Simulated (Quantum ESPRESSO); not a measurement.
# CaMn2As2: energy over the lowest against total spin moment, fitted and tested on a withheld row

System: CaMn2As2, 1 Ca, 2 Mn and 2 As in the cell, space group P-3m1. Cell as run: a = 4.000, b = 4.000, c = 6.996 Å, angles 90.0, 90.0, 120.0°, 5 atoms. From the study “CaMn2As2: energy against a fixed spin moment”.

Method: PBEsol; plane waves with GBRV 1.5 PBEsol potentials (Quantum ESPRESSO 7.5). Settings shared by all rows: cutoff 544.23 eV, 8×8×4 k-mesh, fermi-dirac occupations, smearing width 0.1 eV. All runs start parallel; opposed orders may lie lower.

Computed values, one withheld:

| total spin moment (μB a cell) | energy over the lowest (meV a cell) |
| --- | --- |
| 0 | 842.9 |
| 0.709 | 808.4 |
| 1.418 | ? |
| 2.126 | 559.3 |
| 2.835 | 379.1 |
| 3.544 | 204.0 |
| 4.253 | 73.0 |
| 4.961 | 6.4 |
| 5.2502 | 0.0 |
| 5.67 | 13.1 |
| 6.379 | 89.3 |
| 7.088 | 232.6 |

What energy over the lowest should the row at total spin moment = 1.418 μB a cell hold? Fit a suitable law to the other rows.

**Law.** Time reversal makes the energy at fixed moment even in the moment, so it is expanded as a Landau series in M². In symbols, E = c0 + c2 M² + c4 M⁴ + c6 M⁶, with energy over the lowest in meV a cell.

**Fit.** Least squares on 11 rows gives c0 = 843.322, c2 = -71.59, c4 = 1.847 and c6 = -0.013235.

| total spin moment (μB a cell) | computed | fit | computed − fit |
| --- | --- | --- | --- |
| 0 | 842.9 | 843.32 | -0.42 |
| 0.709 | 808.4 | 807.80 | 0.60 |
| 2.126 | 559.3 | 556.25 | 3.05 |
| 2.835 | 379.1 | 380.38 | -1.28 |
| 3.544 | 204.0 | 209.30 | -5.30 |
| 4.253 | 73.0 | 74.37 | -1.37 |
| 4.961 | 6.4 | 2.86 | 3.54 |
| 5.2502 | 0.0 | -3.85 | 3.85 |
| 5.67 | 13.1 | 10.99 | 2.11 |
| 6.379 | 89.3 | 96.75 | -7.45 |
| 7.088 | 232.6 | 230.26 | 2.34 |

The fit has a minimum at M = 5.25 μB a cell. Its quadratic term is negative, which makes M = 0 a maximum of the fitted curve.

**Prediction.** At total spin moment = 1.418 μB a cell the law predicts 706.73 meV a cell. The computed value is 709.7 meV a cell, 2.97 above the prediction (0.4 % of it). The row lies between fitted rows, so this is an interpolation. The miss is about equal to the rms residual of the fit, 3.49.

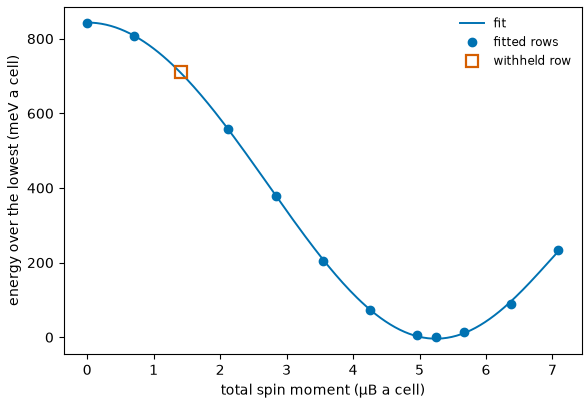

The rows, the fitted law and the withheld row.

[Hosts, paths, dates, database ids (printed as entryN), source tags and the programs' standing remarks are cut or masked in the printed files.]

[Where a cell is said to come from a database of computed structures, the database is the Materials Project.]
